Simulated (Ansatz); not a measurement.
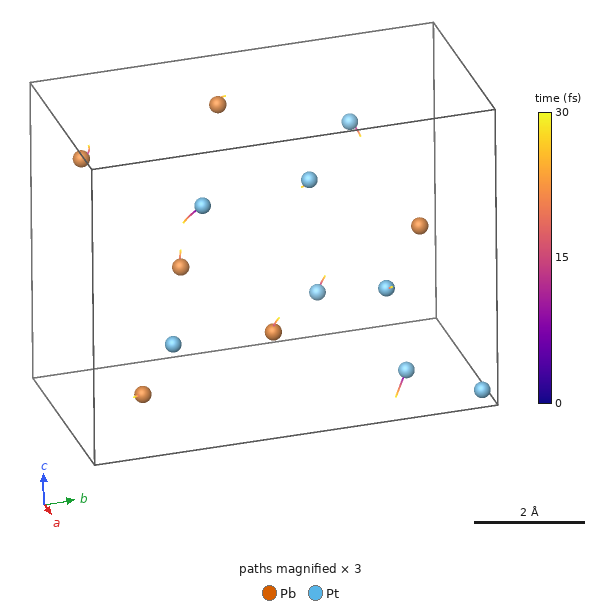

First-principles dynamics of an amorphous cell of composition Pt₄Pb₃ (14 atoms in the cell), 30 fs long. Lines trace each atom's path, coloured by time; spheres stand at the starting positions. The excursions are magnified 3 times. Seen slightly off an axis in the simulation cell.

Level of theory: Ansatz 0.2.0, DFT, PAW plane waves, PBE. Set-up: plane-wave cutoff 420 eV; k-point mesh 3 × 2 × 3; Fermi-Dirac smearing 0.05 eV; Nosé-Hoover thermostat (NVT); set temperature 1200 K; time step 1 fs.

Input file:
```yaml
crystal:
  lattice:
    - [6.24465, 0.280537, 0.070704]
    - [0.469953, 7.416844, -0.192481]
    - [-0.389521, 0.870158, 5.422506]
  atoms:
    - { symbol: Pb, position: [0.586102, 0.183604, 0.080136] }
    - { symbol: Pb, position: [0.321002, 0.320269, 0.405185] }
    - { symbol: Pb, position: [0.443312, 0.894601, 0.463576] }
    - { symbol: Pb, position: [0.264686, 0.085389, 0.802635] }
    - { symbol: Pb, position: [0.245194, 0.427378, 0.910453] }
    - { symbol: Pb, position: [0.647576, 0.498867, 0.24554] }
    - { symbol: Pt, position: [0.635057, 0.593543, 0.737303] }
    - { symbol: Pt, position: [0.943007, 0.970114, 0.040549] }
    - { symbol: Pt, position: [0.886236, 0.290662, 0.785298] }
    - { symbol: Pt, position: [0.859089, 0.748107, 0.40494] }
    - { symbol: Pt, position: [0.137097, 0.770118, 0.75128] }
    - { symbol: Pt, position: [0.939673, 0.20668, 0.349194] }
    - { symbol: Pt, position: [0.574381, 0.838365, 0.026147] }
    - { symbol: Pt, position: [0.234435, 0.671291, 0.223078] }
kpoints:
  mp_grid: { grid: [3, 2, 3] }
magnetization:
  spin_polarized: false
scf:
  occupations: { method: fermi_dirac, width: 0.05 }
hamiltonian:
  pseudopotentials: { kind: paw }
  xc: pbe
basis:
  ecutwfc: 420
md:
  timestep: 1.0
  n_steps: 30
  ensemble: nvt_nose_hoover
  temperature: 1200.0
  initial_velocities: maxwell_boltzmann
  seed: 682951
```

Command:
```bash
ansatz run input.yaml --threads 2 --pin off --max-ram 2560MiB --backend cpu --events-out ev --progress --plain --runs-dir out
```

> Describe the motion.

In the second half of the run the atoms are, in the root-mean-square, this far from where they began (common drift taken out): Pt 0.09 Å, Pb 0.08 Å. The run lasts only 30 fs, too short to tell vibration from diffusion.

Limits of the set-up: the k-point mesh is coarse for a cell with partly filled bands; the periodic images lie only 5.5 Å apart, so the values are limited by the cell's size.

Cost: 12 min on 2 threads of Arm Neoverse N1, on a shared host, peak memory 0.95 GiB.
